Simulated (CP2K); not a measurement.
# One shape, several levels: GeClF3 (SMILES [F][Ge]([F])([F])[Cl])

Wanted: a comparison of 3 runs (PM6, GFN1-xTB, GFN2-xTB) of GeClF3. 

The calculation is run with CP2K 2026.2.

2 further runs of the same task are left out: 2 that didn't finish.

## Step 1: The system as given

GeClF3: 5 atoms, total charge 0, spin state singlet. As SMILES, `[F][Ge]([F])([F])[Cl]`. Geometry: relaxed at PBE0-D4/def2-TZVP.

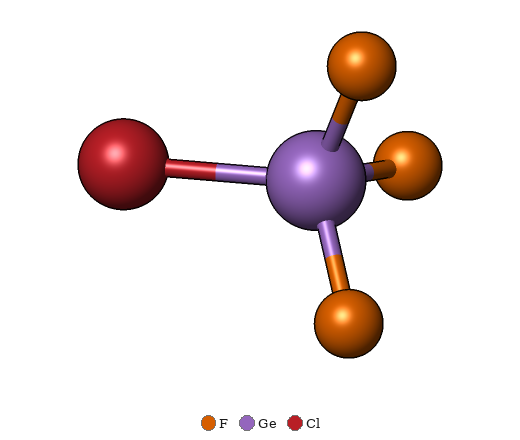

Viewed from a chosen angle; fluorine orange, germanium purple, chlorine red.

## Step 2: The energy at PM6 (run 1)

molecule.xyz

```xyz
5

F     -1.011200    -0.526400     1.272900
Ge     0.010100    -0.062800    -0.002300
F      1.569800    -0.633400     0.353000
F     -0.522700    -0.858600    -1.404800
Cl     0.004000     2.007500    -0.260200
```

job.inp

```
&force_eval
    method QS
    &dft
        ! Quickstep
        &qs
            method PM6
            eps_default 1.0E-10
            &se
                &coulomb
                    cutoff [angstrom] 50
                    rc_range [angstrom] 0
                &end coulomb
                &exchange
                    cutoff [angstrom] 50
                    rc_range [angstrom] 0
                &end exchange
            &end se
        &end qs
        ! cluster boundary conditions
        &poisson
            periodic NONE
            poisson_solver ANALYTIC
        &end poisson
        ! SCF settings
        &scf
            scf_guess ATOMIC
            eps_scf 1.0E-08
            max_scf 80
            added_mos 8
            &diagonalization
                algorithm STANDARD
            &end diagonalization
            &mixing
                method DIRECT_P_MIXING
                alpha 0.4
            &end mixing
        &end scf
        &print
            &moments
                periodic F
                reference COM
                max_moment 1
            &end moments
            &mo ON
                energies T
                occupation_numbers T
                ndigits 6
                &each
                    qs_scf 0
                &end each
                add_last NUMERIC
            &end mo
            &hirshfeld OFF
            &end hirshfeld
        &end print
    &end dft
    ! structure
    &subsys
        &cell
            abc 12.6 12.9 12.7
            periodic NONE
        &end cell
        &topology
            coord_file_name molecule.xyz
            coord_file_format XYZ
            &center_coordinates
            &end center_coordinates
        &end topology
    &end subsys
&end force_eval

&global
    project_name job
    run_type ENERGY
    print_level MEDIUM
&end global
```

Command:

```
$ OMP_NUM_THREADS=1 cp2k.psmp -i job.inp > job.out 2>&1
```

Standard output:

```text
CP2K| version string:                                       CP2K version 2026.2
[...]
 GLOBAL| Method name                                                        CP2K
[...]
 GLOBAL| Run type                                                         ENERGY
[...]
                             - Atoms:                                          5
[...]
                             - Spherical basis functions:                     25
[...]
 Number of electrons:                                                         32
[...]
     1 P_Mix/Diag. 0.40E+00    0.0     0.75376087       -61.2841286734 -6.13E+01
[...]
    27 DIIS/Diag.  0.12E-07    0.0     7.2990E-09       -64.3932259079 -2.84E-14
  *** SCF run converged in    27 steps ***
  Core-core repulsion energy [eV]:                           2037.66976377300739
  Core Hamiltonian energy [eV]:                             -2964.71123830046463
  Two-electron integral energy [eV]:                        -1650.37462683025478
  Electronic energy [eV]:                                   -3789.89855171559157
  Total energy [eV]:                                        -1752.22878794258463
  Atomic reference energy [eV]:                              1741.65038289676977
  Heat of formation [kcal/mol]:                              -243.94383487184061
[...]
 SE_DIPOLE| Moment [Debye]          0.00364801      -1.00635462       0.12545700
 SE_DIPOLE| Derivative [a.u.]       0.00000000       0.00000000       0.00000000
 ENERGY| Total FORCE_EVAL ( QS ) energy [hartree]            -64.393225907928368
[...]
```

Wall time 1.4 s (1 thread of Intel Xeon Platinum 8488C (Sapphire Rapids), shared host); peak memory 0.19 GiB.

## Step 3: A single-point energy at GFN1-xTB (run 2)

run.inp

```
&FORCE_EVAL
   METHOD Quickstep
   &DFT
      ! Quickstep
      &QS
         METHOD XTB
         EPS_DEFAULT 1.0E-10
         &XTB
            GFN_TYPE 1
            CHECK_ATOMIC_CHARGES F
         &END XTB
      &END QS
      &POISSON
         PERIODIC NONE
         POISSON_SOLVER ANALYTIC
      &END POISSON
      ! SCF settings
      &SCF
         SCF_GUESS ATOMIC
         EPS_SCF 1.0E-06
         MAX_SCF 50
         &OT
            MINIMIZER DIIS
            PRECONDITIONER FULL_ALL
         &END OT
         &OUTER_SCF
            EPS_SCF 1.0E-06
            MAX_SCF 8
         &END OUTER_SCF
      &END SCF
      ! extra output
      &PRINT
         &MOMENTS
            PERIODIC F
            REFERENCE COM
            MAX_MOMENT 1
         &END MOMENTS
         &MO_CUBES
            NLUMO 5
            NHOMO -1
            WRITE_CUBE F
         &END MO_CUBES
         &HIRSHFELD OFF
         &END HIRSHFELD
      &END PRINT
   &END DFT
   ! atoms, cell and kinds
   &SUBSYS
      &CELL
         ABC 10.6 10.9 10.7
         PERIODIC NONE
      &END CELL
      &COORD
         F     -1.011200    -0.526400     1.272900
         Ge     0.010100    -0.062800    -0.002300
         F      1.569800    -0.633400     0.353000
         F     -0.522700    -0.858600    -1.404800
         Cl     0.004000     2.007500    -0.260200
      &END COORD
      &TOPOLOGY
         &CENTER_COORDINATES
         &END CENTER_COORDINATES
      &END TOPOLOGY
   &END SUBSYS
&END FORCE_EVAL

&GLOBAL
   PROJECT_NAME run
   RUN_TYPE ENERGY
   PRINT_LEVEL MEDIUM
&END GLOBAL
```

Command:

```
$ OMP_NUM_THREADS=1 cp2k.psmp -i run.inp -o run.out
```

Standard output:

```text
CP2K| version string:                                       CP2K version 2026.2
[...]
 GLOBAL| Method name                                                        CP2K
[...]
 GLOBAL| Run type                                                         ENERGY
[...]
                             - Atoms:                                          5
[...]
                             - Spherical basis functions:                     30
[...]
 Number of electrons:                                                         32
[...]
     1 OT DIIS     0.15E+00    0.0     0.58805141       -20.3540242442 -2.04E+01
[...]
    12 OT DIIS     0.15E+00    0.0     0.00000095       -21.4567763398 -2.62E-10
  *** SCF run converged in    12 steps ***
[...]
 TB_DIPOLE| Moment [Debye]         -0.00913857       2.94861477      -0.36737603
 TB_DIPOLE| Derivative [a.u.]       0.00000000       0.00000000       0.00000000
[...]
 ENERGY| Total FORCE_EVAL ( QS ) energy [hartree]            -21.456776339751865
[...]
```

It took 1.9 s on 1 thread of Intel Xeon Platinum 8488C (Sapphire Rapids), shared host; peak memory 0.19 GiB.

## Step 4: Energy and forces at GFN2-xTB (run 3)

molecule.xyz is that of step 2.

gas.inp

```
&FORCE_EVAL
   METHOD QS
   &DFT
      CHARGE 0
      MULTIPLICITY 1
      &QS
         METHOD XTB
         EPS_DEFAULT 1.0E-10
         &XTB
            GFN_TYPE TBLITE
            &TBLITE
               METHOD GFN2
            &END TBLITE
            CHECK_ATOMIC_CHARGES F
         &END XTB
      &END QS
      &POISSON
         PERIODIC NONE
         POISSON_SOLVER ANALYTIC
      &END POISSON
      ! SCF settings
      &SCF
         SCF_GUESS ATOMIC
         EPS_SCF 1.0E-06
         MAX_SCF 150
         ADDED_MOS 2
         &DIAGONALIZATION
            ALGORITHM STANDARD
         &END DIAGONALIZATION
         &MIXING
            METHOD DIRECT_P_MIXING
            ALPHA 0.4
         &END MIXING
         &SMEAR ON
            METHOD FERMI_DIRAC
            ELECTRONIC_TEMPERATURE [K] 300
         &END SMEAR
      &END SCF
      &PRINT
         &MOMENTS
            PERIODIC F
            REFERENCE COM
            MAX_MOMENT 1
         &END MOMENTS
         &MO ON
            ENERGIES T
            OCCUPATION_NUMBERS T
            NDIGITS 6
            &EACH
               QS_SCF 0
            &END EACH
            ADD_LAST NUMERIC
         &END MO
         &HIRSHFELD OFF
         &END HIRSHFELD
      &END PRINT
   &END DFT
   ! atoms, cell and kinds
   &SUBSYS
      ! vacuum box
      &CELL
         ABC [angstrom] 18.6 18.9 18.7
         PERIODIC NONE
      &END CELL
      &TOPOLOGY
         COORD_FILE_NAME molecule.xyz
         COORD_FILE_FORMAT XYZ
         &CENTER_COORDINATES
         &END CENTER_COORDINATES
      &END TOPOLOGY
   &END SUBSYS
   &PRINT
      &FORCES ON
      &END FORCES
   &END PRINT
&END FORCE_EVAL

&GLOBAL
   PROJECT_NAME gas
   RUN_TYPE ENERGY_FORCE
   PRINT_LEVEL MEDIUM
&END GLOBAL
```

Command:

```
$ OMP_NUM_THREADS=1 cp2k.psmp -i gas.inp > gas.out 2>&1
```

Standard output:

```text
CP2K| version string:                                       CP2K version 2026.2
[...]
 GLOBAL| Method name                                                        CP2K
[...]
 GLOBAL| Run type                                                   ENERGY_FORCE
[...]
                             - Atoms:                                          5
[...]
                             - Spherical basis functions:                     30
[...]
 Number of electrons:                                                         32
[...]
  *** SCF run converged in    18 steps ***
[...]
  Fermi energy:                                                -0.29715187210742
[...]
 TB_DIPOLE| Moment [Debye]         -0.00635511       2.01088970      -0.25055022
 TB_DIPOLE| Derivative [a.u.]       0.00000000       0.00000000       0.00000000
[...]
 ENERGY| Total FORCE_EVAL ( QS ) energy [hartree]            -20.831794550913809
 FORCES| Atomic forces [hartree/bohr]
 FORCES|   Atom     x               y               z               |f|
 FORCES|      1 -6.73163462E-04 -5.21547425E-03  1.46797675E-03   5.45978722E-03
 FORCES|      2 -4.29129988E-05  2.44735429E-02 -3.04830442E-03   2.46626905E-02
 FORCES|      3  1.03461993E-03 -5.27560197E-03  8.43487514E-04   5.44186418E-03
 FORCES|      4 -3.43276116E-04 -5.43498662E-03 -3.27321948E-04   5.45564457E-03
 FORCES|      5  2.47326458E-05 -8.54748007E-03  1.06416211E-03   8.61350500E-03
 FORCES| Sum     7.37765697E-17 -4.16333634E-17 -7.67615138E-17
 FORCES| Total atomic force                                       1.14318193E-16
[...]
```

It took 1.1 s on 1 thread of Intel Xeon Platinum 8488C (Sapphire Rapids), shared host; peak memory 0.19 GiB.

## Step 5: The series

```
run     level  SCF convergence threshold  iteration cap  energy (Eh)  dipole moment (D)  HOMO energy (eV)  LUMO energy (eV)  wall time
  1       PM6                      1e-08             80   -64.393226               1.01            -12.49             -1.88      1.4 s
  2  GFN1-xTB                      1e-06             50   -21.456776               2.97            -13.78                 –      1.9 s
  3  GFN2-xTB                      1e-06            150   -20.831795               2.03            -13.62             -7.21      1.1 s
```

## Step 6: Outcome

| quantity | value |
| --- | --- |
| run 3: total energy | -20.83179 Eh |
| run 3: dipole moment (from atomic charges alone) | 2.03 D |
| run 3: HOMO energy | -13.62 eV |
| run 3: LUMO energy | -7.21 eV |
| run 3: HOMO–LUMO gap | 6.41 eV |
| run 3: largest force on an atom | 1.268 eV/Å |

The dipole moment (its size) runs from 1.01 D (PM6) to 2.97 D (GFN1-xTB). Some of these are taken from atomic charges alone. Force-field and semi-empirical energies have zeros of their own, so their totals don't compare. All runs together took 4.5 s, the longest 1.9 s.
